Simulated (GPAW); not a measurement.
Band structure of TiPt3 (Pm-3m, 4 atoms in the cell).

```
CELL_PARAMETERS angstrom
      3.87390     0.00000     0.00000
      0.00000     3.87390     0.00000
      0.00000     0.00000     3.87390
ATOMIC_POSITIONS crystal
  Ti 0.00000 0.00000 0.00000
  Pt 0.50000 0.50000 0.00000
  Pt 0.00000 0.50000 0.50000
  Pt 0.50000 0.00000 0.50000
```

Method: PBE, GPAW PAW datasets PBE (gpaw-data 1.0.1) (plane waves; GPAW 25.7.0).

Settings: mode = pw; ecut = 800 eV; xc = PBE; kpts = 7 7 7; mesh shift (steps) = 0 0 0; occupations.name = methfessel-paxton; occupations.width = 0.272 eV; occupations.order = 0; nbands = -10; convergence.density = 1e-05 e/electron; convergence.energy = 1e-05 eV/electron; symmetry.symmorphic = false; symmetry.tolerance = 0.0005; maxiter = 150.

The starting cell comes from a database of computed structures (which also holds hypothetical and non-ambient phases and stackings), without a prior relaxation at this level. Its lattice was rescaled by a random factor within 2.5 % of one. Spin-orbit coupling is off. Spin polarisation is off.

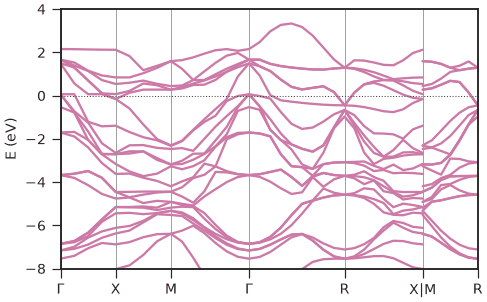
Fig. 1. Bands along the path, energies from the Fermi level.

Levels in eV from the Fermi level, bands 27 to 34:
| point | 27 | 28 | 29 | 30 | 31 | 32 | 33 | 34 |
|---|---|---|---|---|---|---|---|---|
| Γ | 0.06 | 0.06 | 0.06 | 1.49 | 1.49 | 1.67 | 1.67 | 1.67 |
| X | -2.71 | -2.65 | -1.39 | -0.16 | -0.16 | 0.07 | 0.54 | 0.84 |
| M | -3.18 | -2.47 | -2.32 | -2.30 | 0.27 | 0.27 | 0.44 | 1.59 |
| R | -0.66 | -0.66 | -0.66 | -0.45 | -0.45 | -0.45 | 1.29 | 1.29 |

Bands cross the Fermi level along this path, so the cell is metallic at this level.
